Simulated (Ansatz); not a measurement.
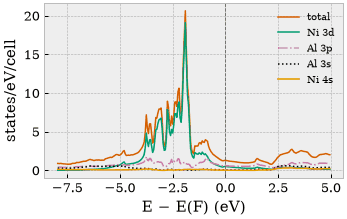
Fig. 1. Total and projected density of states of Al₃Ni₂ (La2O3 or Ni2Al3 type, P-3m1), LDA (plane waves, PAW; program Ansatz)

### Question
Which orbitals carry the states next to the Fermi level?

### Answer
Within 0.5 eV of the Fermi level: Al 3p 47 %, Ni 3d 38 %, Al 3s 6 %, outside the projected shells 6 %. Projections are on Löwdin-orthogonalised atomic valence shells; empty p or d shells of many metals are not among them.

### Question
Where is the tallest occupied peak in this window, and what makes it?

### Answer
Near -1.9 eV, about 21 states/eV per cell; the largest projected share is Ni 3d.

The first step of the workflow began from a Materials Project structure, measured or hypothetical; the Crystallography Open Database copy checked does not list it. Whether it is the stable phase at ambient conditions was not checked. Symmetry was held in the LDA relaxation; of distortions, only those at the zone centre were tested. No spin polarisation was allowed.

Potentials: the later of the program's two PAW sets.
